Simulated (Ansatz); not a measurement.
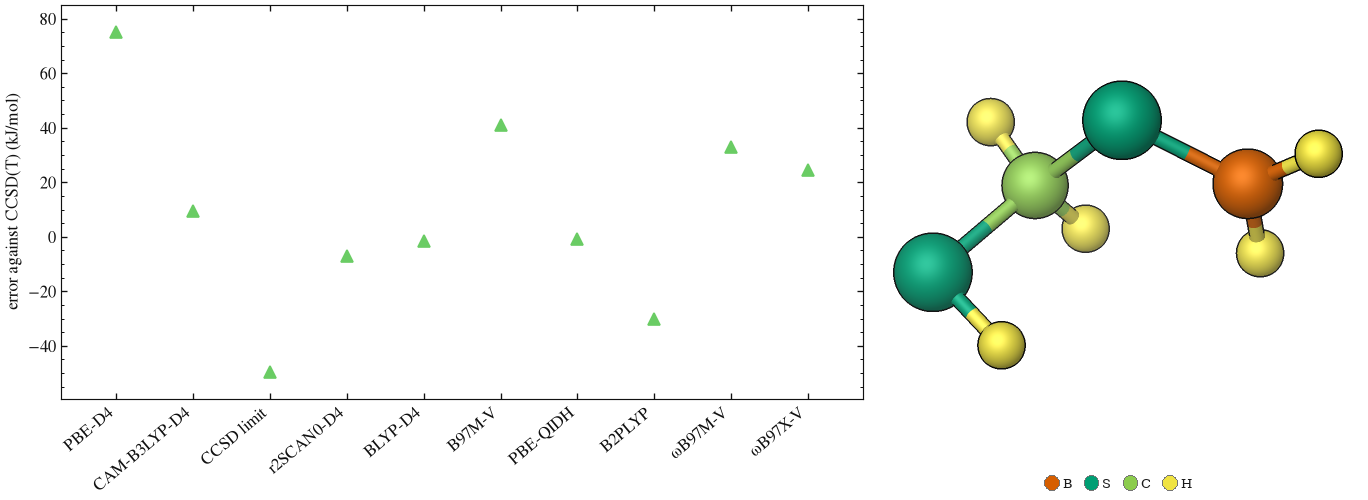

Error in the electronic atomisation energy (method less reference, so positive means overbinding) of CH₅BS₂, SMILES BSCS: functionals in def2-TZVPP against frozen-core CCSD(T) at the limit (MP2 extrapolated from triple and quadruple zeta, plus CCSD(T) less MP2 in a smaller set), which gives 3032.0 kJ/mol, at a PBE0-D4/def2-TZVP geometry (a minimum by its frequencies), no zero-point or spin-orbit term, the Ansatz code. The reference leaves out core correlation, a term that grows with the number of heavy atoms. PBE-QIDH and B2PLYP hold a correlation term that converges slowly with the basis, so part of the distance to the limit is basis error. No dispersion term is added to PBE-QIDH and B2PLYP. Limit means the basis limit.

What range do the values span?

Answer. From −49.6 kJ/mol (CCSD limit) to 75.2 kJ/mol (PBE-D4).

Give the values.

Answer.
| level | kJ/mol |
| --- | --- |
| PBE-D4 | 75.2 |
| CAM-B3LYP-D4 | 9.4 |
| CCSD limit | −49.6 |
| r2SCAN0-D4 | −7.1 |
| BLYP-D4 | −1.5 |
| B97M-V | 40.9 |
| PBE-QIDH | −0.9 |
| B2PLYP | −30.2 |
| ωB97M-V | 32.9 |
| ωB97X-V | 24.5 |

Caveats, for all or some of the runs: one conformer of a flexible molecule.
